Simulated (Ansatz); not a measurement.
Input

```
crystal:
  periodic: [false, false, false]
  atoms:
    - {symbol: B, position_ang: [-1.459652, -1.221652, -1.292695]}
    - {symbol: Cl, position_ang: [-0.082953, -2.974211, -0.510931]}
    - {symbol: Cl, position_ang: [-2.196081, -1.714697, -2.821411]}
    - {symbol: O, position_ang: [-0.715026, -0.128841, -1.189167]}
    - {symbol: Si, position_ang: [0.339830, 0.540267, -0.063854]}
    - {symbol: Si, position_ang: [0.572089, 2.786227, -0.678541]}
    - {symbol: Si, position_ang: [-0.527480, 0.419642, 2.112330]}
    - {symbol: Si, position_ang: [2.432074, -0.524112, -0.149669]}
    - {symbol: H, position_ang: [-1.492241, -2.414919, 0.133288]}
    - {symbol: O, position_ang: [-2.272420, -1.626944, -0.080163]}
    - {symbol: H, position_ang: [-0.746968, 3.474436, -0.694718]}
    - {symbol: H, position_ang: [1.450355, 3.449781, 0.322995]}
    - {symbol: H, position_ang: [1.196011, 2.905917, -2.023373]}
    - {symbol: H, position_ang: [-0.660975, -0.988905, 2.571027]}
    - {symbol: H, position_ang: [0.429008, 1.126540, 3.008785]}
    - {symbol: H, position_ang: [-1.855599, 1.085636, 2.209149]}
    - {symbol: H, position_ang: [3.457415, 0.524488, 0.121950]}
    - {symbol: H, position_ang: [2.664811, -1.078808, -1.508358]}
    - {symbol: H, position_ang: [2.567197, -1.586453, 0.877308]}
    - {symbol: H, position_ang: [-3.099397, -2.053391, -0.344150]}
basis:
  gaussian: {orbitals: def2-TZVPP}
hamiltonian: {xc: pbe0, dispersion: d4}
output: {orbitals: {seedname: orbitals}}
```

Command:

```sh
ansatz run in.yaml --threads 4 --pin off --events-out ev --progress --plain --max-ram 66560MiB --backend cuda --devices 0, --max-vram 37GiB
```

A transition-state structure; geometry: PBE0-D4/def2-TZVP.

Computed with RKS PBE0-D4/def2-TZVPP (Ansatz).

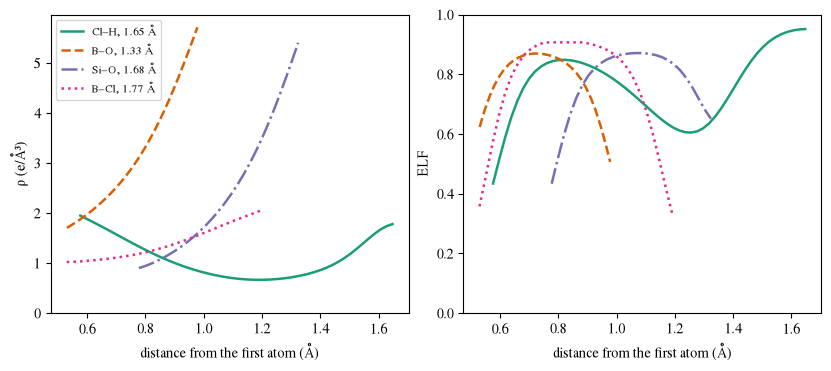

BClH$_{11}$O$_{2}$Si$_{4}$···Cl. Electron density and electron localisation function along straight lines between neighbouring atoms. The curves leave out the atomic cores.

Compare the contacts.

Cl2···H9 (1.65 Å): the density falls to about 0.67 e/Å³ on the way; the ELF peaks at about 0.85 between the atoms; a closed-shell contact with the geometry of a hydrogen bond.
B–O (1.33 Å): the density is about 2.3 e/Å³ at the midpoint; the ELF peaks at about 0.85 between the atoms (a polar covalent bond).
Si–O (1.68 Å): the density is about 1 e/Å³ at the midpoint; the ELF peaks at about 0.85 between the atoms (a polar covalent bond).
B–Cl (1.77 Å): ρ is about 1.4 e/Å³ halfway; the ELF peaks at about 0.90 between the atoms; a shared but strongly polarised pair.
